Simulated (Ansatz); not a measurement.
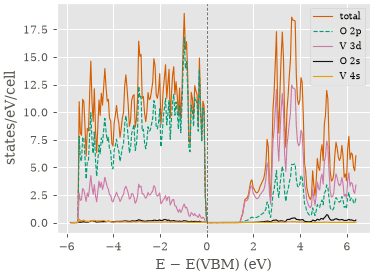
*Total and projected density of states of V2O5 in space group P2_1/m (No. 11; Pearson symbol mP14), LDA (plane waves, PAW; program Ansatz)*

Q: Which orbitals carry the states next to the gap?

A: Top 1 eV of the valence band: O 2p 91 %, V 3d 7 %. Bottom 1 eV of the conduction band: V 3d 84 %, O 2p 14 %. Projections are on Löwdin-orthogonalised atomic valence shells; empty p or d shells of many metals are not among them.

Q: Where is the tallest occupied peak in this window, and what makes it?

A: Near -1.0 eV, about 19 states/eV per cell; the largest projected share is O 2p.

The workflow started from a Materials Project entry (that database holds measured and hypothetical structures alike); the Crystallography Open Database copy checked does not list it. COD files the formula under space group No. 31, 59. Whether it is the stable phase at ambient conditions was not checked. The LDA relaxation kept the symmetry of its start; phonons show weakly imaginary modes. The run is not spin-polarised. No Hubbard U is applied. A crystal of weakly bound layers computed without a dispersion correction: the cell and the soft elastic constants depend strongly on that.

Potentials: the later of the program's two PAW sets.
